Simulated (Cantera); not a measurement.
Input: 1 mol SiHCl3, 0.022 mol CH4, 3 mol H2, 0.29 mol HCl, equilibrated at 1.00 bar.

These are equilibrium values from Cantera (NASA tables, ideal gas, pure condensed phases), not measurements of a reactor. Candidate condensed phases: C, C6H6, C7H8, C8H18, Si, SiC; 109 gas species. The tables' values for SiCl3, SiCl are old estimates; treat these amounts as uncertain. Gases not in the tables: Si2H6 and higher silanes. Kinetics and transport are ignored.

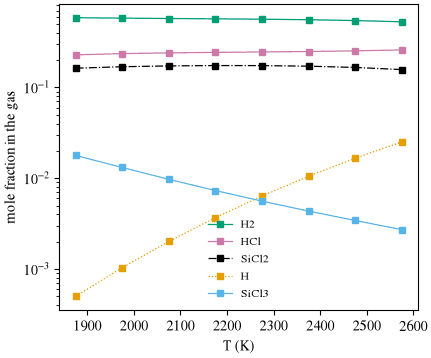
*Equilibrium gas composition (values under 1e-9 drawn at 1e-9)*

From 1875 K to 2575 K the condensed part is SiC(s). The main Si-bearing gas is SiCl2 throughout.
